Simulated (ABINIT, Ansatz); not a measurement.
## Converging GW for KCl (Sylvite) in ABINIT

Wanted: a converged G0W0 gap of KCl (Sylvite), or an estimate of the limit.

Method: PBE and many-body steps on it, plane waves, in ABINIT 10.8.3.

## Step 1: The starting structure

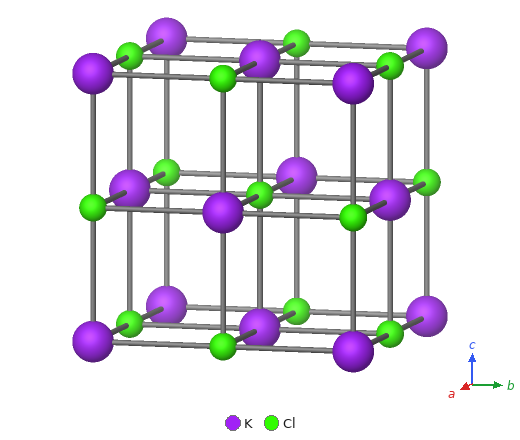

The starting structure, seen slightly off an axis (potassium purple, chlorine green). This picture shows the conventional cell, with its axes. Some periodic images of atoms are drawn too.

The cell and positions come from the Crystallography Open Database and are kept as given unless a step says otherwise.

## Step 2: Empty states on the mesh, 4×4×4 mesh, 201 bands

This step: ABINIT 10.8.3; DFT, PBE, plane waves, norm-conserving pseudopotentials.

The sums over transitions need many empty states on a uniform mesh; this step solves for them.

The input, run.abi:

```
acell 3*1.0 Angstrom
rprim 
  -0.000000000000 3.146470000000 3.146470000000
  3.146470000000 0.000000000000 3.146470000000
  3.146470000000 3.146470000000 -0.000000000000
ntypat 2
znucl 19 17
natom 2
typat 1 2
xred 
  0.000000000000 0.000000000000 0.000000000000
  0.500000000000 0.500000000000 0.500000000000
pp_dirpath "pseudos"
pseudos "K.upf, Cl.upf"
ecut 33
ngkpt 4 4 4
nshiftk 1
shiftk 0 0 0
kptopt 1
chksymbreak 0
irdden 1
istwfk *1
nband 201
prtvol 0
optdriver 6
gwr_task "HDIAGO"
paral_kgb 0
occopt 1
indata_prefix "in"
outdata_prefix "out"
tmpdata_prefix "tmp"
```

Started as:

```console
$ OMP_NUM_THREADS=1 mpirun -n 4 abinit run.abi > log
```

Output:

```text
.Version 10.8.3 of ABINIT. v10.8.2 released Aug 2026.

 Symmetries : space group Fm -3 m (#225); Bravais cF (face-center cubic)
[... echo of the input left out ...]
== DATASET  1 ==================================================================
-   mpi_nproc: 4, omp_nthreads: 1 (-1 if OMP is not activated)

--- !DatasetInfo
iteration_state: {dtset: 1, }
dimensions: {natom: 2, nkpt: 8, mband: 201, nsppol: 1, nspinor: 1, nspden: 1, mpw: 3839, }
cutoff_energies: {ecut:  33.0, pawecutdg:  -1.0, }
[...]
Direct band gap semiconductor
 Fundamental gap:     5.190 (eV)
   VBM:    -0.231 (eV) at k: [ 0.0000E+00,  0.0000E+00,  0.0000E+00]
   CBM:     4.958 (eV) at k: [ 0.0000E+00,  0.0000E+00,  0.0000E+00]
 Direct gap:         5.190 (eV) at k: [ 0.0000E+00,  0.0000E+00,  0.0000E+00]

== END DATASET(S) ==============================================================
================================================================================

 -outvars: echo values of variables after computation  --------
           etotal      0.0000000000E+00
            nband         201
             nkpt           8
          spgroup         225
 [... the other variables as echoed above ...]

 Calculation completed.
```

Wall time 1.8 min (4 MPI ranks of Intel Xeon Platinum 8259CL at 2.50GHz (Skylake/Cascade Lake), shared host); peak memory 3.4 GiB.

Numbers from this step:

- gap: 5.190 eV
- k of the valence top: 0, 0, 0
- k of the conduction bottom: 0, 0, 0
- least direct gap: 5.190 eV
- k points computed: 8
- lowest point of the top converged band, above the valence top: 112.3479 eV

On this mesh the gap is 5.190 eV.

The density comes from a self-consistent run that is not shown.

## Step 3: Screening, 4×4×4 mesh, 31 bands, screening to 76.2 eV

The RPA dielectric matrix is built and inverted for each q.

This step: RPA screening on PBE, plane waves, norm-conserving pseudopotentials.

run.abi: that of step 2 with these lines changed.

```diff
@@ -20,10 +20,11 @@
 chksymbreak 0
-irdden 1
 istwfk *1
-nband 201
-prtvol 0
-optdriver 6
-gwr_task "HDIAGO"
-paral_kgb 0
 occopt 1
+irdwfk 1
+optdriver 3
+nband 31
+ecuteps 2.8
+inclvkb 2
+awtr 1
+symchi 1
 indata_prefix "in"
```

Output:

```text
.Version 10.8.3 of ABINIT. v10.8.2 released Aug 2026.

 Symmetries : space group Fm -3 m (#225); Bravais cF (face-center cubic)
[... echo of the input left out ...]
== DATASET  1 ==================================================================
-   mpi_nproc: 4, omp_nthreads: 1 (-1 if OMP is not activated)

--- !DatasetInfo
iteration_state: {dtset: 1, }
dimensions: {natom: 2, nkpt: 8, mband: 31, nsppol: 1, nspinor: 1, nspden: 1, mpw: 3839, }
cutoff_energies: {ecut:  33.0, pawecutdg:  -1.0, }
electrons: {nelect:   1.60000000E+01, charge:   0.00000000E+00, occopt:   1.00000000E+00, tsmear:   1.00000000E-02, }

 SCREENING: Calculation of the susceptibility and dielectric matrices

 Based on a program developped by R.W. Godby, V. Olevano, G. Onida, and L. Reining.
 Incorporated in ABINIT by V. Olevano, G.-M. Rignanese, and M. Torrent.
.Using double precision arithmetic ; gwpc =  8

[... cell and pseudopotentials left out ...]
--------------------------------------------------------------------------------

 ==== K-mesh for the wavefunctions ====
 Number of points in the irreducible wedge :     8
[... list of points left out ...]
 Together with 48 symmetry operations and time-reversal symmetry
 yields    64 points in the full Brillouin Zone.

 ==== Q-mesh for the screening function ====
 Number of points in the irreducible wedge :     8
[... list of points left out ...]
 Together with 48 symmetry operations and time-reversal symmetry
 yields    64 points in the full Brillouin Zone.

 setmesh: FFT mesh size selected  =    30x   30x   30
          total number of points  =        27000

 vcoul_init : cutoff-mode = AUXILIARY_FUNCTION
 q-points for optical limit:   1
     1)      0.000010    0.000020    0.000030

- screening: taking advantage of time-reversal symmetry
- Maximum band index for partially occupied states nbvw = 8
- Remaining bands to be divided among processors   nbcw = 23
- Number of bands treated by each node ~5

 Number of electrons calculated from density =   16.0000; Expected =   16.0000
 average of density, n =  0.038056
 r_s =    1.8443
 omega_plasma =   18.8177 [eV]

 calculating chi0 at frequencies [eV] :
  1    0.000000E+00    0.000000E+00
  2    0.000000E+00    1.881772E+01

--------------------------------------------------------------------------------
  q-point number  1        q = ( 0.000000, 0.000000, 0.000000) [r.l.u.]
--------------------------------------------------------------------------------
[... chi0 elements left out ...]
 For q-point:  0.000010 0.000020 0.000030
  dielectric constant =   2.1659
  dielectric constant without local fields =   2.5771

  Average fulfillment of the sum rule on Im[epsilon] for q-point    1 :     41.79  [%]
[... wings left out ...]
  q-point number  2        q = ( 0.250000, 0.000000, 0.000000) [r.l.u.]
--------------------------------------------------------------------------------
[... chi0 elements left out ...]
  Average fulfillment of the sum rule on Im[epsilon] for q-point    2 :     64.10  [%]

 [... 6 further q-points ...]
```

The job ended after 9.6 s (4 MPI ranks; peak memory 0.6 GiB).

This step gave:

```
ε∞ with local fields, on this mesh, along the program's q direction : 2.166
the same without local fields                                       : 2.577
plasma frequency                                                    : 18.82 eV
plane waves in the screening matrix                                 : 113
```

Local fields lower ε∞ by 16 %.

## Step 4: 31 bands, 76.2 eV

The self-energy is evaluated for the states that the input lists, and the levels follow from it, in one-shot runs by the linearised quasiparticle equation.

This step: G0W0 on PBE, plane waves, norm-conserving pseudopotentials.

run.abi: that of step 3 with these lines changed.

```diff
@@ -23,8 +23,15 @@
 irdwfk 1
-optdriver 3
+optdriver 4
 nband 31
+gwcalctyp 0
+ecutsigx 33
+symsigma 1
+nkptgw 1
+kptgw 
+  0.0000000000 0.0000000000 0.0000000000
+bdgw 
+  6 12
 ecuteps 2.8
-inclvkb 2
-awtr 1
-symchi 1
+irdscr 1
+ppmodel 1
 indata_prefix "in"
```

Output:

```text
.Version 10.8.3 of ABINIT. v10.8.2 released Aug 2026.

 Symmetries : space group Fm -3 m (#225); Bravais cF (face-center cubic)
[... echo of the input left out ...]
== DATASET  1 ==================================================================
-   mpi_nproc: 4, omp_nthreads: 1 (-1 if OMP is not activated)

--- !DatasetInfo
iteration_state: {dtset: 1, }
dimensions: {natom: 2, nkpt: 8, mband: 31, nsppol: 1, nspinor: 1, nspden: 1, mpw: 3839, }
cutoff_energies: {ecut:  33.0, pawecutdg:  -1.0, }
electrons: {nelect:   1.60000000E+01, charge:   0.00000000E+00, occopt:   1.00000000E+00, tsmear:   1.00000000E-02, }

 SIGMA: Calculation of the GW corrections

 Based on a program developped by R.W. Godby, V. Olevano, G. Onida, and L. Reining.
 Incorporated in ABINIT by V. Olevano, G.-M. Rignanese, and M. Torrent.
.Using double precision arithmetic ; gwpc =  8

[... cell and pseudopotentials left out ...]
--------------------------------------------------------------------------------

 ==== K-mesh for the wavefunctions ====
 Number of points in the irreducible wedge :     8
[... list of points left out ...]
 Together with 48 symmetry operations and time-reversal symmetry
 yields    64 points in the full Brillouin Zone.

 ==== Q-mesh for screening function ====
 Number of points in the irreducible wedge :     8
[... list of points left out ...]
 Together with 48 symmetry operations and time-reversal symmetry
 yields    64 points in the full Brillouin Zone.

 vcoul_init : cutoff-mode = AUXILIARY_FUNCTION
 q-points for optical limit:   1
     1)      0.000010    0.000020    0.000030
 setmesh: FFT mesh size selected  =    45x   45x   45
          total number of points  =        91125

 Number of electrons calculated from density =   16.0000; Expected =   16.0000
 average of density, n =  0.038056
 r_s =    1.8443
 omega_plasma =   18.8177 [eV]

 === KS Band Gaps ===
  >>>> For spin  1
   Minimum direct gap =   5.1895 [eV], located at k-point      :   0.0000  0.0000  0.0000
   Fundamental gap    =   5.1895 [eV], Top of valence bands at :   0.0000  0.0000  0.0000
                                       Bottom of conduction at :   0.0000  0.0000  0.0000
 SIGMA fundamental parameters:
 PLASMON POLE MODEL  1
 number of plane-waves for SigmaX                 3839
 number of plane-waves for SigmaC and W            113
 number of plane-waves for wavefunctions          3839
 number of bands                                    31
 number of independent spin polarizations            1
 number of spinorial components                      1
 number of k-points in IBZ                           8
 number of q-points in IBZ                           8
 number of symmetry operations                      48
 number of k-points in BZ                           64
 number of q-points in BZ                           64
 number of frequencies for dSigma/dE                 9
 frequency step for dSigma/dE [eV]                0.25
 number of omega for Sigma on real axis              0
 max omega for Sigma on real axis  [eV]           0.00
 zcut for avoiding poles [eV]                     0.10

 EPSILON^-1 parameters (SCR file):
 dimension of the eps^-1 matrix on file            113
 dimension of the eps^-1 matrix used               113
 number of plane-waves for wavefunctions          3839
 number of bands                                    31
 number of q-points in IBZ                           8
 number of frequencies                               2
 number of real frequencies                          1
 number of imag frequencies                          1

 matrix elements of self-energy operator (all in [eV])

 Perturbative Calculation

--- !SelfEnergy_ee
iteration_state: {dtset: 1, }
kpoint     : [   0.000,    0.000,    0.000, ]
spin       : 1
KS_gap     :    5.190
QP_gap     :    7.862
Delta_QP_KS:    2.673
data: !SigmaeeData |
     Band     E0 <VxcDFT>   SigX SigC(E0)      Z dSigC/dE  Sig(E)    E-E0       E
        6  -0.231 -14.148 -18.664   2.567   0.819  -0.221 -15.744  -1.597  -1.828
        7  -0.231 -14.148 -18.664   2.567   0.819  -0.221 -15.744  -1.597  -1.828
        8  -0.231 -14.148 -18.664   2.567   0.819  -0.221 -15.744  -1.597  -1.828
        9   4.958  -6.955  -3.245  -2.487   0.880  -0.136  -5.879   1.076   6.034
       10   8.135  -8.956  -4.051  -2.294   0.878  -0.138  -6.663   2.294  10.429
       11   8.135  -8.956  -4.051  -2.294   0.878  -0.138  -6.663   2.294  10.429
       12   8.135  -8.956  -4.051  -2.294   0.878  -0.138  -6.663   2.294  10.429

== END DATASET(S) ==============================================================
================================================================================

 -outvars: echo values of variables after computation  --------
           etotal      0.0000000000E+00
            nband          31
             nkpt           8
          spgroup         225
 [... the other variables as echoed above ...]

 Calculation completed.
```

Wall time 4.9 s (4 MPI ranks); peak memory 0.32 GiB; 19 s of CPU time.

This step gave:

* G0W0 gap on the points computed: 7.862 eV
* starting gap on the mesh: 5.190 eV
* k of the valence top: 0, 0, 0
* k of the conduction bottom: 0, 0, 0
* Z at the valence top: 0.819
* Z at the conduction bottom: 0.88
* least direct G0W0 gap on the computed points: 7.862 eV

The gap on the mesh goes from 5.19 eV to 7.86 eV, a correction of +2.67 eV.

## Step 5: Screening, 4×4×4 mesh, 83 bands, screening to 141.5 eV

This step: RPA screening on PBE, plane waves, norm-conserving pseudopotentials.

run.abi: that of step 4 with these lines changed.

```diff
@@ -23,15 +23,8 @@
 irdwfk 1
-optdriver 4
-nband 31
-gwcalctyp 0
-ecutsigx 33
-symsigma 1
-nkptgw 1
-kptgw 
-  0.0000000000 0.0000000000 0.0000000000
-bdgw 
-  6 12
-ecuteps 2.8
-irdscr 1
-ppmodel 1
+optdriver 3
+nband 83
+ecuteps 5.2
+inclvkb 2
+awtr 1
+symchi 1
 indata_prefix "in"
```

Output:

```text
.Version 10.8.3 of ABINIT. v10.8.2 released Aug 2026.

 Symmetries : space group Fm -3 m (#225); Bravais cF (face-center cubic)
[... echo of the input left out ...]
== DATASET  1 ==================================================================
-   mpi_nproc: 4, omp_nthreads: 1 (-1 if OMP is not activated)

--- !DatasetInfo
iteration_state: {dtset: 1, }
dimensions: {natom: 2, nkpt: 8, mband: 83, nsppol: 1, nspinor: 1, nspden: 1, mpw: 3839, }
cutoff_energies: {ecut:  33.0, pawecutdg:  -1.0, }
electrons: {nelect:   1.60000000E+01, charge:   0.00000000E+00, occopt:   1.00000000E+00, tsmear:   1.00000000E-02, }

 SCREENING: Calculation of the susceptibility and dielectric matrices

 Based on a program developped by R.W. Godby, V. Olevano, G. Onida, and L. Reining.
 Incorporated in ABINIT by V. Olevano, G.-M. Rignanese, and M. Torrent.
.Using double precision arithmetic ; gwpc =  8

[... cell and pseudopotentials left out ...]
--------------------------------------------------------------------------------

 ==== K-mesh for the wavefunctions ====
 Number of points in the irreducible wedge :     8
[... list of points left out ...]
 Together with 48 symmetry operations and time-reversal symmetry
 yields    64 points in the full Brillouin Zone.

 ==== Q-mesh for the screening function ====
 Number of points in the irreducible wedge :     8
[... list of points left out ...]
 Together with 48 symmetry operations and time-reversal symmetry
 yields    64 points in the full Brillouin Zone.

 setmesh: FFT mesh size selected  =    32x   32x   32
          total number of points  =        32768

 vcoul_init : cutoff-mode = AUXILIARY_FUNCTION
 q-points for optical limit:   1
     1)      0.000010    0.000020    0.000030

- screening: taking advantage of time-reversal symmetry
- Maximum band index for partially occupied states nbvw = 8
- Remaining bands to be divided among processors   nbcw = 75
- Number of bands treated by each node ~18

 Number of electrons calculated from density =   16.0000; Expected =   16.0000
 average of density, n =  0.038056
 r_s =    1.8443
 omega_plasma =   18.8177 [eV]

 calculating chi0 at frequencies [eV] :
  1    0.000000E+00    0.000000E+00
  2    0.000000E+00    1.881772E+01

--------------------------------------------------------------------------------
  q-point number  1        q = ( 0.000000, 0.000000, 0.000000) [r.l.u.]
--------------------------------------------------------------------------------
[... chi0 elements left out ...]
 For q-point:  0.000010 0.000020 0.000030
  dielectric constant =   2.1768
  dielectric constant without local fields =   2.5833

  Average fulfillment of the sum rule on Im[epsilon] for q-point    1 :     65.00  [%]
[... wings left out ...]
  q-point number  2        q = ( 0.250000, 0.000000, 0.000000) [r.l.u.]
--------------------------------------------------------------------------------
[... chi0 elements left out ...]
  Average fulfillment of the sum rule on Im[epsilon] for q-point    2 :     74.68  [%]

 [... 6 further q-points ...]
```

The job ended after 31 s (4 MPI ranks; peak memory 0.89 GiB; 2.1 min of CPU time).

Numbers from this step:

```
ε∞ with local fields, on this mesh, along the program's q direction : 2.177
the same without local fields                                       : 2.583
plasma frequency                                                    : 18.82 eV
plane waves in the screening matrix                                 : 259
```

(Part 1 of 2 ends here.)

[Paths, hosts, dates, memory and timing lines, banners, echoed tables and standing remarks are left out of the program output.]

[Logs are printed without paths, hosts, clocks, repeated set-up lines and the standing remarks that a program may print on its own settings, such as how far it seeks lower states.]

[Runs of the session that timed out or met a known fault of the program may be left out.]

[Hosts, paths, dates, database ids (printed as entryN), source tags and the programs' standing remarks are cut or masked in the printed files.]

[G0W0 gaps are taken among the corrected bands and points alone; a level outside them can change the order at an edge.]

[Where Ansatz stands beside ABINIT at settings called matched, ABINIT's density can come from a denser mesh and the files from another edition; pairs whose starting gaps differed by over 0.03 eV were left out, so agreement reads better than it is.]
